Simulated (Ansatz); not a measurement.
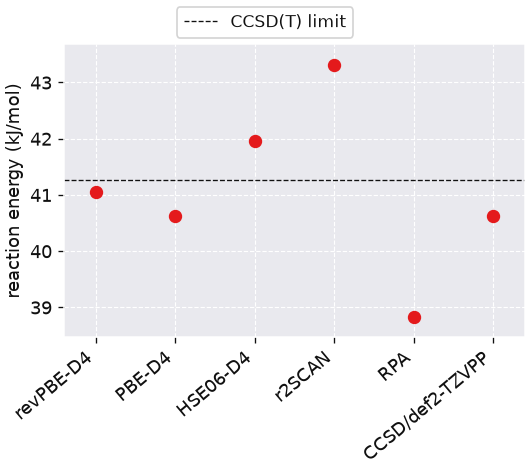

Electronic reaction energy of ZnBH₂F ([BH2][Zn][F]) + H₂O (O) → ZnBH₃O ([BH2][Zn][OH]) + HF (F) (SMILES in brackets) at several levels (functionals in def2-TZVPP unless a basis is named), isolated molecules at PBE0-D4 triple-zeta geometries, minima by their frequencies, no zero-point or thermal terms, the Ansatz code. The line is frozen-core CCSD(T) at the basis limit (MP2 extrapolated from triple and quadruple zeta, plus CCSD(T) less MP2 in a smaller set). Choice of cores on heavy atoms: Zn/Cu 3s3p. RPA holds a correlation term that converges slowly with the basis, so part of the distance to the limit is basis error. No dispersion term is added to r2SCAN. The distance of CCSD/def2-TZVPP to the limit includes basis error.

What range do the values span, the line included?

From 38.8 kJ/mol (RPA) to 43.3 kJ/mol (r2SCAN).

Which level comes closest to the line (CCSD(T) limit), and which misses most?

Closest revPBE-D4 (41.1 kJ/mol), against 41.3 kJ/mol; farthest RPA (38.8 kJ/mol).

Note: no scalar relativity up to krypton.
